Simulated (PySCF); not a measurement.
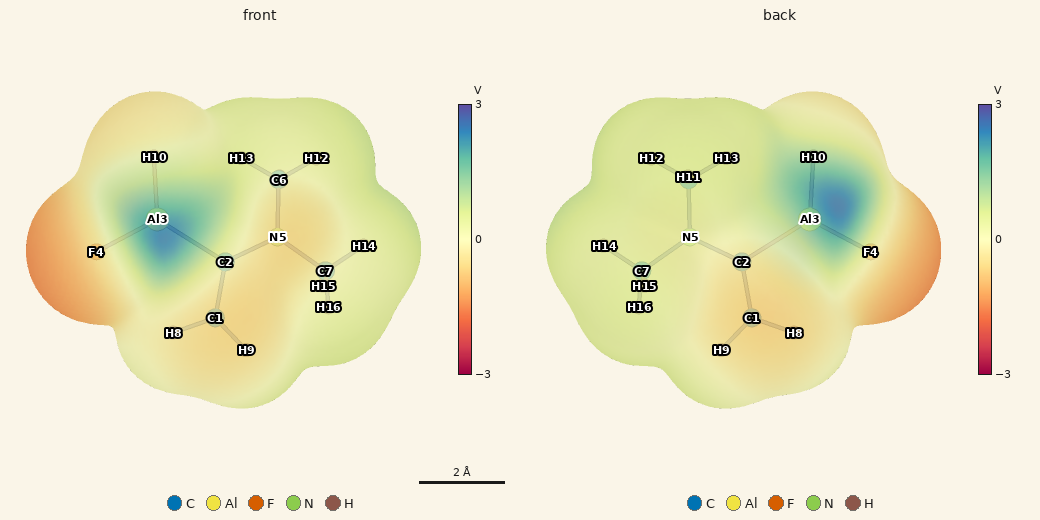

Figure. C4H9AlFN (SMILES C=[C]([AlH][F])N(C)C). The electrostatic potential painted on the density surface at 0.001 e/bohr³, seen from the front and from behind; red is negative and blue positive.

Geometry: GFN2-xTB.

These are results of PySCF 2.14.0, PBE0/pcSseg-1, SCF density, gas phase, non-relativistic, not measurements.

Input

```
{"job": {"kind": "nmr", "xc": "PBE0", "basis": "pcSseg-1"}, "charge": 0, "multiplicity": 1}
C      0.961320     1.662009     0.262710
C      0.647686     0.365289     0.058795
Al     2.275002    -0.721352    -0.259066
F      3.749254    -0.003146    -0.431175
N     -0.602280    -0.184841     0.234392
C     -0.897036    -1.399701    -0.478468
C     -1.739476     0.663829     0.496821
H      1.994925     1.967074     0.166482
H      0.261678     2.444827     0.511285
H      2.367267    -2.252286    -0.320334
H     -1.316118    -1.205105    -1.475618
H     -1.616820    -1.996684     0.086104
H      0.026434    -1.971597    -0.594260
H     -2.583368     0.042090     0.795456
H     -2.031617     1.256259    -0.380251
H     -1.504450     1.342279     1.315718
```

Launched as:

```sh
OMP_NUM_THREADS=1 python probes_run.py task.json out
```

**Describe the electrostatic potential map.**

The most negative region (about −1.4 V, or −32 kcal/mol for a unit charge) lies over F4, the most positive (about +2.4 V, or +55 kcal/mol for a unit charge) over Al3.
